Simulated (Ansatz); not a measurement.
**Cu+ with C₂H₂: superposition error and deformation**

How much of this pair's binding is borrowed basis, and how much do the fragments pay to take the shapes they have in the pair?

The runs use Ansatz 0.2.0, Gaussian basis; PBE0-D4 structures, single points in def2-TZVPPD.

Levels: PBE-D4, revPBE-D4, BLYP-D4, r2SCAN-D4, B97M-V, PBE0-D4, B3LYP-D4, HSE06-D4, wB97X-V, wB97M-V, B2PLYP, Hartree-Fock, MP2, CCSD, CCSD(T).

Correlated methods freeze the cores. The 3s and 3p shells of Cu and Zn are frozen; filled d shells are correlated. B3LYP uses VWN-RPA correlation. B2PLYP carries no dispersion term here.

129 further runs of the same task are left out: 129 set aside as unsound or not needed.

## 1. The system as given

The relaxed pair: 5 atoms, charge 1, spin multiplicity 1.

Atoms are counted from 1 here; the program's logs count them from 0.

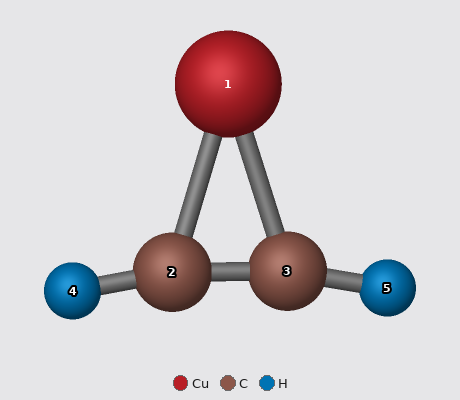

As it starts; copper red, carbon brown, hydrogen blue; atoms are numbered from 1 in the order of the file.

Coordinates:

```xyz
5

Cu   -0.0265   -0.1943   -1.6432
C     0.0881    0.6374    0.2460
C    -0.0779   -0.5622    0.3905
H     0.2352    1.7006    0.3057
H    -0.2190   -1.5816    0.7010
```

Atoms 1 to 1 are fragment A (Cu+), the rest fragment B (C₂H₂). From earlier runs, pair energy (eV) and counterpoise interaction (kJ/mol):

```csv
method,E(pair),interaction
PBE-D4,-46729.72747,-233.07
revPBE-D4,-46736.18399,-215.60
BLYP-D4,-46741.22124,-219.32
r2SCAN-D4,-46737.39018,-235.27
B97M-V,-46729.85852,-224.60
PBE0-D4,-46729.86800,-201.56
B3LYP-D4,-46740.64759,-197.79
HSE06-D4,-46729.67198,-200.97
wB97X-V,-46734.13364,-188.78
wB97M-V,-46735.91956,-187.62
B2PLYP,-46729.83377,-183.41
Hartree-Fock,-46683.00443,-92.51
MP2,-46704.64450,-172.36
CCSD(T),-46704.04292,-155.32
```

First each fragment is run alone in its own basis, frozen in the shape it has in the pair (a, b).

## 2. wB97X-V/def2-TZVPPD

The input, a/in.yaml:

```yaml
crystal:
  periodic: [false, false, false]
  atoms:
    - {symbol: Cu, position_ang: [-0.026481, -0.194259, -1.643212]}
basis:
  gaussian: {orbitals: "def2-TZVPPD.json"}
total_charge: 1
hamiltonian: {xc: {name: wB97X-V}}
```

The input, b/in.yaml:

```yaml
crystal:
  periodic: [false, false, false]
  atoms:
    - {symbol: C, position_ang: [0.088125, 0.637384, 0.245996]}
    - {symbol: C, position_ang: [-0.077866, -0.562187, 0.390480]}
    - {symbol: H, position_ang: [0.235209, 1.700582, 0.305720]}
    - {symbol: H, position_ang: [-0.218987, -1.581619, 0.701017]}
basis:
  gaussian: {orbitals: "def2-TZVPPD.json"}
hamiltonian: {xc: {name: wB97X-V}}
```

The basis file named in the input lies beside it (Basis Set Exchange, JSON).

One command serves all of them, each in its own folder.

The run is started by

```console
$ ansatz run in.yaml --threads 2 --pin off --events-out ev --progress --plain --max-ram 5222MiB
```

a printed:

```text
Functional definition: wB97X-V
  name "wB97X-V"
  cite "Mardirossian & Head-Gordon, Phys. Chem. Chem. Phys. 16, 9904 (2014) doi:10.1039/C3CP54374A"
  cite "Becke, J. Chem. Phys. 107, 8554 (1997) doi:10.1063/1.475007"
  cite "Vydrov & Van Voorhis, J. Chem. Phys. 133, 244103 (2010) doi:10.1063/1.3521275"
  parameter omega = 0.3/bohr
  parameter cx = 0.167
  parameter cx1 = 0.603
  parameter cx2 = 1.194
  parameter css0 = 0.556
  parameter css1 = -0.257
  parameter cos0 = 1.219
  parameter cos1 = -1.850
  parameter b = 6.0
  parameter c = 0.01
  exchange = spin_sum(e_x_unif_sr(omega)*poly(b97_u_x, 1 - cx, cx1, cx2)) + cx*exact_x_sr(omega) + exact_x_lr(omega)
  correlation = spin_sum(e_c_pw_same_spin*poly(b97_u_same, css0, css1))
      + integral(e_c_pw_opposite_spin*poly(b97_u_opposite, cos0, cos1)) + vv10(b, c)
553 factors; their error is unknown
76 factors; integrals over basis functions are off by at most 9.5e-5 eV
mean field evaluation 1: about -44597.6896 eV, gradient 2.1e2 eV
mean field evaluation 2: about -43801.8782 eV, gradient 6.3e2 eV
mean field evaluation 4: about -44626.8767 eV, gradient 4.0e1 eV
mean field evaluation 8: about -44627.9285 eV, gradient 4.9e-2 eV
mean field evaluation 16: about -44627.9285 eV, gradient 1.9e-6 eV
mean field -44627.92849578 eV, -1640.0461223234 hartree, gradient 1.9e-6 eV, S^2 0.000000; 0 other end points of the search recorded, 0 dependent functions left out
reference -44627.92849419 eV, -1640.0461222651 hartree; 14, 14 occupied and 53, 53 virtual orbitals, 553 factors
Total energy: -44627.92849419 eV, -1640.0461222651 hartree
```

b printed, cut to the lines that bear on the results:

```text
[... 5 set-up lines as earlier in the session ...]
[...]
      + integral(e_c_pw_opposite_spin*poly(b97_u_opposite, cos0, cos1)) + vv10(b, c)
466 factors; their error is unknown
146 factors; integrals over basis functions are off by at most 7.1e-5 eV
[...]
mean field -2104.22622285 eV, -77.3288873939 hartree, gradient 2.6e-5 eV, S^2 0.000000; 0 other end points of the search recorded, 0 dependent functions left out
reference -2104.22622154 eV, -77.3288873457 hartree; 7, 7 occupied and 101, 101 virtual orbitals, 466 factors
Total energy: -2104.22622154 eV, -77.3288873457 hartree
```

They took 1.4 s (a), 2.4 s (b) on 2 threads of Intel Xeon Platinum 8375C at 2.90GHz, shared host.

## 3. wB97M-V/def2-TZVPPD

The same edit goes into each in.yaml of step 2 (a, b):

```diff
-hamiltonian: {xc: {name: wB97X-V}}
+hamiltonian: {xc: {name: wB97M-V}}
```

Each run has its own folder and the same command.

The run is started by

```console
$ ansatz run in.yaml --threads 2 --pin off --events-out ev --progress --plain --max-ram 5222MiB
```

Output in a, cut to the lines that bear on the results:

```text
Functional definition: wB97M-V
  name "wB97M-V"
  cite "Mardirossian & Head-Gordon, J. Chem. Phys. 144, 214110 (2016) doi:10.1063/1.4952647"
[... 2 set-up lines as earlier in the session ...]
  # Of w^i u^j: cxij and so on, Table III.
[...]
  gx(w, u) = 1 - cx + cx01*u + cx10*w
  gss(w, u) = css00 + css04*u^4 + css10*w + css20*w^2 + css43*w^4*u^3
  gos(w, u) = cos00 + cos10*w + (cos20 + cos21*u)*w^2 + (cos60 + cos61*u)*w^6
[...]
      + integral(e_c_pw_mod_opposite_spin*gos(b97_w_opposite, b97_u_opposite)) + vv10(b, c)
553 factors; their error is unknown
76 factors; integrals over basis functions are off by at most 9.5e-5 eV
[...]
mean field -44629.92506603 eV, -1640.1194949268 hartree, gradient 5.5e-5 eV, S^2 0.000000; 0 other end points of the search recorded, 0 dependent functions left out
reference -44629.92510447 eV, -1640.1194963396 hartree; 14, 14 occupied and 53, 53 virtual orbitals, 553 factors
Total energy: -44629.92510447 eV, -1640.1194963396 hartree
```

Log of b, cut to the lines that bear on the results:

```text
[... 5 set-up lines as earlier in the session ...]
  # Of w^i u^j: cxij and so on, Table III.
[...]
  gx(w, u) = 1 - cx + cx01*u + cx10*w
  gss(w, u) = css00 + css04*u^4 + css10*w + css20*w^2 + css43*w^4*u^3
  gos(w, u) = cos00 + cos10*w + (cos20 + cos21*u)*w^2 + (cos60 + cos61*u)*w^6
[...]
      + integral(e_c_pw_mod_opposite_spin*gos(b97_w_opposite, b97_u_opposite)) + vv10(b, c)
466 factors; their error is unknown
146 factors; integrals over basis functions are off by at most 7.1e-5 eV
[...]
mean field -2104.02846511 eV, -77.3216199312 hartree, gradient 2.7e-5 eV, S^2 0.000000; 0 other end points of the search recorded, 0 dependent functions left out
reference -2104.02849845 eV, -77.3216211561 hartree; 7, 7 occupied and 101, 101 virtual orbitals, 466 factors
Total energy: -2104.02849845 eV, -77.3216211561 hartree
```

Wall times: 1.6 s (a), 2.2 s (b) on 2 threads of Intel Xeon Platinum 8375C at 2.90GHz, shared host.

## 4. B2PLYP/def2-TZVPPD

Changes to a/in.yaml since step 3:

```diff
@@ -7,2 +7,3 @@
 total_charge: 1
-hamiltonian: {xc: {name: wB97M-V}}
+hamiltonian: {xc: {name: B2PLYP}}
+correlation: {frozen_orbitals: {Cu: 9}}
```

Changes to b/in.yaml since step 3:

```diff
@@ -9,2 +9,2 @@
   gaussian: {orbitals: "def2-TZVPPD.json"}
-hamiltonian: {xc: {name: wB97M-V}}
+hamiltonian: {xc: {name: B2PLYP}}
```

The same command starts each run, in its folder.

The run is started by

```console
$ ansatz run in.yaml --threads 2 --pin off --events-out ev --progress --plain --max-ram 5222MiB
```

a printed, cut to the lines that bear on the results:

```text
Functional definition: B2PLYP
  name "B2PLYP"
  cite "Grimme, J. Chem. Phys. 124, 034108 (2006) doi:10.1063/1.2148954"
  cite "Becke, Phys. Rev. A 38, 3098 (1988) doi:10.1103/PhysRevA.38.3098"
  cite "Lee, Yang & Parr, Phys. Rev. B 37, 785 (1988) doi:10.1103/PhysRevB.37.785"
[...]
466 factors; integrals over basis functions are off by at most 1.4e-4 eV
[...]
mean field -44620.83074562 eV, -1639.7852848161 hartree, gradient 3.5e-6 eV, S^2 0.000000; 0 other end points of the search recorded, 0 dependent functions left out
9 core orbitals not correlated: weight in the atoms' cores, before any rotation towards them, 1.000 or more for the frozen orbitals, at most 0.000 for the correlated occupied ones
reference -44620.83084023 eV, -1639.7852882931 hartree; 5, 5 occupied and 53, 53 virtual orbitals, 466 factors
second order -14.37753326 eV of doubles, -0.00000000 eV of singles
Total energy: -44624.71277421 eV, -1639.9279467357 hartree
```

Log of b, cut to the lines that bear on the results:

```text
[... 5 set-up lines as earlier in the session ...]
[...]
626 factors; integrals over basis functions are off by at most 1.2e-3 eV
[...]
mean field -2100.30602308 eV, -77.1848227096 hartree, gradient 4.3e-6 eV, S^2 0.000000; 0 other end points of the search recorded, 0 dependent functions left out
2 core orbitals not correlated: weight in the atoms' cores, before any rotation towards them, 1.000 or more for the frozen orbitals, at most 0.000 for the correlated occupied ones
reference -2100.30613956 eV, -77.1848269902 hartree; 5, 5 occupied and 101, 101 virtual orbitals, 626 factors
second order -10.61897098 eV of doubles, -0.00000000 eV of singles
Total energy: -2103.17326173 eV, -77.2901917864 hartree
```

They took 1 s (a), 1.4 s (b) on 2 threads of Intel Xeon Platinum 8375C at 2.90GHz, shared host.

## 5. B97M-V/def2-TZVPPD

Changes to a/in.yaml since step 4:

```diff
@@ -7,3 +7,2 @@
 total_charge: 1
-hamiltonian: {xc: {name: B2PLYP}}
-correlation: {frozen_orbitals: {Cu: 9}}
+hamiltonian: {xc: {name: B97M-V}}
```

Changes to b/in.yaml since step 4:

```diff
@@ -9,2 +9,2 @@
   gaussian: {orbitals: "def2-TZVPPD.json"}
-hamiltonian: {xc: {name: B2PLYP}}
+hamiltonian: {xc: {name: B97M-V}}
```

Each run has its own folder and the same command.

The run is started by

```console
$ ansatz run in.yaml --threads 2 --pin off --events-out ev --progress --plain --max-ram 5222MiB
```

a printed, cut to the lines that bear on the results:

```text
Functional definition: B97M-V
  name "B97M-V"
  cite "Mardirossian & Head-Gordon, J. Chem. Phys. 142, 074111 (2015) doi:10.1063/1.4907719"
[... 2 set-up lines as earlier in the session ...]
  # Of w^i u^j: cxij and so on, Table III.
[...]
  gx(w, u) = cx00 + cx01*u + cx02*u^2 + (cx10 + cx11*u)*w
  gss(w, u) = css00 + css02*u^2 + css10*w + (css32*w^3 + css42*w^4)*u^2
  gos(w, u) = cos00 + cos01*u + cos03*u^3 + cos10*w + cos32*w^3*u^2
[...]
      + integral(e_c_pw_mod_opposite_spin*gos(b97_w_opposite, b97_u_opposite)) + vv10(b, c)
509 factors; their error is unknown
[...]
mean field -44622.55542175 eV, -1639.8486654948 hartree, gradient 5.7e-5 eV, S^2 0.000000; 0 other end points of the search recorded, 0 dependent functions left out
reference -44622.55546930 eV, -1639.8486672424 hartree; 14, 14 occupied and 53, 53 virtual orbitals, 509 factors
Total energy: -44622.55546930 eV, -1639.8486672424 hartree
```

b printed, cut to the lines that bear on the results:

```text
[... 5 set-up lines as earlier in the session ...]
  # Of w^i u^j: cxij and so on, Table III.
[...]
  gx(w, u) = cx00 + cx01*u + cx02*u^2 + (cx10 + cx11*u)*w
  gss(w, u) = css00 + css02*u^2 + css10*w + (css32*w^3 + css42*w^4)*u^2
  gos(w, u) = cos00 + cos01*u + cos03*u^3 + cos10*w + cos32*w^3*u^2
[...]
      + integral(e_c_pw_mod_opposite_spin*gos(b97_w_opposite, b97_u_opposite)) + vv10(b, c)
466 factors; their error is unknown
[...]
mean field -2104.95341995 eV, -77.3556113946 hartree, gradient 2.4e-5 eV, S^2 0.000000; 0 other end points of the search recorded, 0 dependent functions left out
reference -2104.95345997 eV, -77.3556128653 hartree; 7, 7 occupied and 101, 101 virtual orbitals, 466 factors
Total energy: -2104.95345997 eV, -77.3556128653 hartree
```

Times: 1.5 s (a), 2 s (b) on 2 threads of Intel Xeon Platinum 8375C at 2.90GHz, shared host.

## 6. CCSD(T)/def2-TZVPPD

Changes to a/in.yaml since step 5:

```diff
@@ -7,2 +7,2 @@
 total_charge: 1
-hamiltonian: {xc: {name: B97M-V}}
+correlation: {method: ccsd_t, frozen_orbitals: {Cu: 9}}
```

Changes to b/in.yaml since step 5:

```diff
@@ -9,2 +9,2 @@
   gaussian: {orbitals: "def2-TZVPPD.json"}
-hamiltonian: {xc: {name: B97M-V}}
+correlation: {method: ccsd_t}
```

Each run has its own folder and the same command.

The run is started by

```console
$ ansatz run in.yaml --threads 2 --pin off --events-out ev --progress --plain --max-ram 5222MiB
```

Log of a, cut to the lines that bear on the results:

```text
Functional definition: HF
  name "HF"
  cite "Fock, Z. Phys. 61, 126 (1930) doi:10.1007/BF01340294"
  parent pbe
[...]
466 factors; integrals over basis functions are off by at most 1.4e-4 eV
[...]
mean field -44590.93228105 eV, -1638.6865365090 hartree, gradient 7.8e-7 eV, S^2 0.000000; 0 other end points of the search recorded, 0 dependent functions left out
9 core orbitals not correlated: weight in the atoms' cores, before any rotation towards them, 1.000 or more for the frozen orbitals, at most 0.000 for the correlated occupied ones
reference -44590.93228105 eV, -1638.6865365090 hartree; 5, 5 occupied and 53, 53 virtual orbitals, 466 factors
second order -12.23242520 eV of doubles, -0.00000000 eV of singles
cycle   1  -10.14848895 eV  change     2.1e0 eV  update   1.1e-1
[...]
cycle   9  -10.67504323 eV  change    9.7e-6 eV  update   1.2e-6
perturbative correction -0.35026659 eV, -0.0128720598 hartree
Total energy: -44601.95759086 eV, -1639.0917091716 hartree
```

Log of b, cut to the lines that bear on the results:

```text
[... 4 set-up lines as earlier in the session ...]
[...]
626 factors; integrals over basis functions are off by at most 1.2e-3 eV
[...]
mean field -2091.09352399 eV, -76.8462696125 hartree, gradient 1.9e-6 eV, S^2 0.000000; 0 other end points of the search recorded, 0 dependent functions left out
2 core orbitals not correlated: weight in the atoms' cores, before any rotation towards them, 1.000 or more for the frozen orbitals, at most 0.000 for the correlated occupied ones
reference -2091.09352399 eV, -76.8462696125 hartree; 5, 5 occupied and 101, 101 virtual orbitals, 626 factors
second order -8.50765943 eV of doubles, -0.00000000 eV of singles
cycle   1  -8.47776052 eV  change    3.0e-2 eV  update   7.5e-2
[...]
cycle   9  -8.82274686 eV  change    3.5e-6 eV  update   3.8e-6
perturbative correction -0.46211186 eV, -0.0169822976 hartree
Total energy: -2100.37838270 eV, -77.1874818768 hartree
```

They took 1.7 s (a), 2.3 s (b) on 2 threads of Intel Xeon Platinum 8375C at 2.90GHz, shared host; peak memory 0.42 GiB.

## 7. Relaxing C₂H₂ alone

The input, relax-b/in.yaml:

```yaml
crystal:
  periodic: [false, false, false]
  atoms:
    - {symbol: C, position_ang: [0.088125, 0.637384, 0.245996]}
    - {symbol: C, position_ang: [-0.077866, -0.562187, 0.390480]}
    - {symbol: H, position_ang: [0.235209, 1.700582, 0.305720]}
    - {symbol: H, position_ang: [-0.218987, -1.581619, 0.701017]}
basis:
  gaussian: {orbitals: def2-TZVP}
hamiltonian: {xc: pbe0, dispersion: d4}
relax: {f_tol: 0.005, max_steps: 200}
```

The run is started by

```console
$ ansatz run in.yaml --threads 2 --pin off --events-out ev --progress --plain --max-ram 5222MiB
```

The program printed, cut to the lines that bear on the results:

```text
Functional definition: PBE0
  name "PBE0"
  cite "Adamo & Barone, J. Chem. Phys. 110, 6158 (1999) doi:10.1063/1.478522"
  cite "Perdew, Burke & Ernzerhof, Phys. Rev. Lett. 77, 3865 (1996) doi:10.1103/PhysRevLett.77.3865"
[... 1 set-up line as earlier in the session ...]
[...]
448 factors; their error is unknown
[...]
mean field -2102.14841092 eV, -77.2525292141 hartree, gradient 8.5e-6 eV, S^2 0.000000; 0 other end points of the search recorded, 0 dependent functions left out
[...]
reference -2102.14843163 eV, -77.2525299750 hartree; 7, 7 occupied and 67, 67 virtual orbitals, 448 factors
relax step   1: F+E_penalty+E_count = -2102.17250336 eV  Δ(F+E_penalty+E_count) = +0.000e0 eV  max|allowed force component| = 1.954e0 eV/Å  Δτ_max = 0.0000 Å  (23 SCF iters, accepted)
[...]
relax step   5: F+E_penalty+E_count = -2102.27097134 eV  Δ(F+E_penalty+E_count) = -6.515e-6 eV  max|allowed force component| = 5.414e-3 eV/Å  Δτ_max = 0.0010 Å  (28 SCF iters, accepted)
[...]
relax step   6: F+E_penalty+E_count = -2102.27097212 eV  Δ(F+E_penalty+E_count) = -7.796e-7 eV  max|allowed force component| = 4.890e-5 eV/Å  Δτ_max = 0.0002 Å  (28 SCF iters, accepted)
448 factors; their error is unknown
[...]
mean field -2102.24687103 eV, -77.2561475562 hartree, gradient 1.1e-5 eV, S^2 0.000000; 1 other end points of the search recorded, 0 dependent functions left out
[...]
reference -2102.24689222 eV, -77.2561483350 hartree; 7, 7 occupied and 67, 67 virtual orbitals, 448 factors
Total energy: -2102.27099331 eV, -77.2570340338 hartree
Atom 0 at     0.088082     0.637219     0.339900 Å, force     0.000011     0.000050     0.000013 eV/Å
Atom 1 at    -0.074841    -0.540140     0.481699 Å, force    -0.000010    -0.000044     0.000018 eV/Å
Atom 2 at     0.233004     1.684487     0.213778 Å, force     0.000001     0.000014    -0.000019 eV/Å
Atom 3 at    -0.219763    -1.587406     0.607837 Å, force    -0.000001    -0.000020    -0.000012 eV/Å
Dipole moment:     0.000000     0.000000     0.000003 e Å
```

Wall time 3.9 s (2 threads of Intel Xeon Platinum 8375C at 2.90GHz, shared host).

Relaxation path:

```csv
step,energy from step 1 (eV),largest force component (eV/Å)
1,0.0000,1.9544
2,-0.0548,0.3233
3,-0.0831,0.5287
4,-0.0985,0.0131
5,-0.0985,0.0054
6,-0.0985,0.0000
```

Close pairs (by a distance rule), those that changed most:

```csv
bond,before (Å),after (Å),change (Å)
C1–C2,1.220,1.197,-0.023
C1–H3,1.075,1.065,-0.010
C2–H4,1.075,1.065,-0.010
```

## 8. PBE-D4/def2-TZVPPD

The input, free-b/in.yaml:

```yaml
crystal:
  periodic: [false, false, false]
  atoms:
    - {symbol: C, position_ang: [0.088082, 0.637219, 0.339900]}
    - {symbol: C, position_ang: [-0.074841, -0.540140, 0.481699]}
    - {symbol: H, position_ang: [0.233004, 1.684487, 0.213778]}
    - {symbol: H, position_ang: [-0.219763, -1.587406, 0.607837]}
basis:
  gaussian: {orbitals: "def2-TZVPPD.json"}
hamiltonian: {xc: pbe, dispersion: d4}
```

The run is started by

```console
$ ansatz run in.yaml --threads 2 --pin off --events-out ev --progress --plain --max-ram 5222MiB
```

The program printed:

```text
Functional definition: PBE
  name "PBE"
[... 2 set-up lines as earlier in the session ...]
  parameter kappa = 0.804
  parameter beta = 0.06672455060314922
  exchange = pbe_x(kappa = kappa, mu = beta*pi^2/3)
  correlation = pbe_c(beta = beta)
466 factors; their error is unknown
mean field evaluation 1: about -2095.9134 eV, gradient 5.0e1 eV
mean field evaluation 2: about -2089.6144 eV, gradient 6.8e1 eV
mean field evaluation 4: about -2102.1549 eV, gradient 5.4e-1 eV
mean field evaluation 8: about -2102.1406 eV, gradient 6.0e-3 eV
mean field -2102.14056256 eV, -77.2522407919 hartree, gradient 7.8e-5 eV, S^2 0.000000; 0 other end points of the search recorded, 0 dependent functions left out
reference -2102.14059123 eV, -77.2522418456 hartree; 7, 7 occupied and 101, 101 virtual orbitals, 466 factors
Total energy: -2102.17019765 eV, -77.2533298616 hartree
```

It took 0.6 s on 2 threads of Intel Xeon Platinum 8375C at 2.90GHz, shared host.

## 9. r2SCAN-D4/def2-TZVPPD

Changes to free-b/in.yaml since step 8:

```diff
@@ -9,2 +9,2 @@
   gaussian: {orbitals: "def2-TZVPPD.json"}
-hamiltonian: {xc: pbe, dispersion: d4}
+hamiltonian: {xc: r2scan, dispersion: d4}
```

The run is started by

```console
$ ansatz run in.yaml --threads 2 --pin off --events-out ev --progress --plain --max-ram 5222MiB
```

The program printed:

```text
Functional definition: r2SCAN
  name "r2SCAN"
  cite "Furness, Kaplan, Ning, Perdew & Sun, J. Phys. Chem. Lett. 11, 8208 (2020) doi:10.1021/acs.jpclett.0c02405"
  cite "Furness, Kaplan, Ning, Perdew & Sun, J. Phys. Chem. Lett. 11, 9248 (2020) doi:10.1021/acs.jpclett.0c03077"
  parent r2scan
  parameter k0 = 0.174
  parameter k1 = 0.065
  parameter a1 = 4.9479
  exchange = r2scan_x(k0 = k0, k1 = k1, a1 = a1)
  correlation = r2scan_c
466 factors; their error is unknown
mean field evaluation 1: about -2098.6058 eV, gradient 4.6e1 eV
mean field evaluation 2: about -2097.2142 eV, gradient 5.0e1 eV
mean field evaluation 4: about -2103.6488 eV, gradient 3.0e-1 eV
mean field evaluation 8: about -2103.6372 eV, gradient 4.8e-3 eV
mean field -2103.63723121 eV, -77.3072423506 hartree, gradient 2.8e-6 eV, S^2 0.000000; 0 other end points of the search recorded, 0 dependent functions left out
reference -2103.63723892 eV, -77.3072426336 hartree; 7, 7 occupied and 101, 101 virtual orbitals, 466 factors
Total energy: -2103.64396938 eV, -77.3074899738 hartree
```

It took 1 s on 2 threads of Intel Xeon Platinum 8375C at 2.90GHz, shared host.

## 10. PBE0-D4/def2-TZVPPD

Changes to free-b/in.yaml since step 9:

```diff
@@ -9,2 +9,3 @@
   gaussian: {orbitals: "def2-TZVPPD.json"}
-hamiltonian: {xc: r2scan, dispersion: d4}
+hamiltonian: {xc: pbe0, dispersion: d4}
+output: {orbitals: {seedname: orbitals}}
```

The run is started by

```console
$ ansatz run in.yaml --threads 2 --pin off --events-out ev --progress --plain --max-ram 5222MiB
```

The program printed, cut to the lines that bear on the results:

```text
[... 5 set-up lines as earlier in the session ...]
  parameter a = 0.25
[... 2 set-up lines as earlier in the session ...]
  exchange = (1 - a)*pbe_x(kappa = kappa, mu = beta*pi^2/3) + a*exact_x
[... 1 set-up line as earlier in the session ...]
466 factors; their error is unknown
mean field evaluation 1: about -2098.3042 eV, gradient 4.1e1 eV
mean field evaluation 2: about -2098.3696 eV, gradient 3.9e1 eV
mean field evaluation 4: about -2102.2745 eV, gradient 9.2e-2 eV
mean field evaluation 8: about -2102.2748 eV, gradient 4.2e-4 eV
mean field -2102.27482795 eV, -77.2571749541 hartree, gradient 3.5e-5 eV, S^2 0.000000; 0 other end points of the search recorded, 0 dependent functions left out
reference -2102.27484864 eV, -77.2571757145 hartree; 7, 7 occupied and 101, 101 virtual orbitals, 466 factors
Total energy: -2102.29894973 eV, -77.2580614132 hartree
```

Wall time 0.7 s (2 threads of Intel Xeon Platinum 8375C at 2.90GHz, shared host).

[end of part 1 of 2]
